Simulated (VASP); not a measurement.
Consider the following.

```xyz
4
Lattice="1.2732 -2.2052 0.0000 1.2732 2.2052 0.0000 0.0000 0.0000 4.2116" Properties=species:S:1:pos:R:3 pbc="T T T"
B      1.2732    -0.7351     2.1068
B      1.2732     0.7351     0.0009
N      1.2732    -0.7351     3.6843
N      1.2732     0.7351     1.5784
```

All values below come from r2SCAN meta-GGA, VASP's PBE PAW potentials (set 64) (plane waves; VASP). Run with 520 eV cut-off, 11×11×6 Γ-centred mesh, tetrahedra with Blöchl corrections, potentials B N.

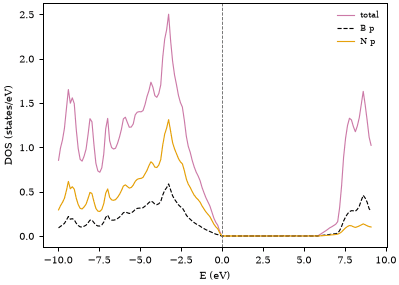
Figure. Total and projected density of states, zero at the valence-band maximum

Within 2 eV below the valence-band maximum the largest weight inside VASP's projection spheres is N p, then B p.

The gap is indirect, 5.72 eV, from the valence maximum at Γ to the conduction minimum at K.

The compound is BN in the wurtzite structure, a metastable high-pressure form. It was relaxed first.
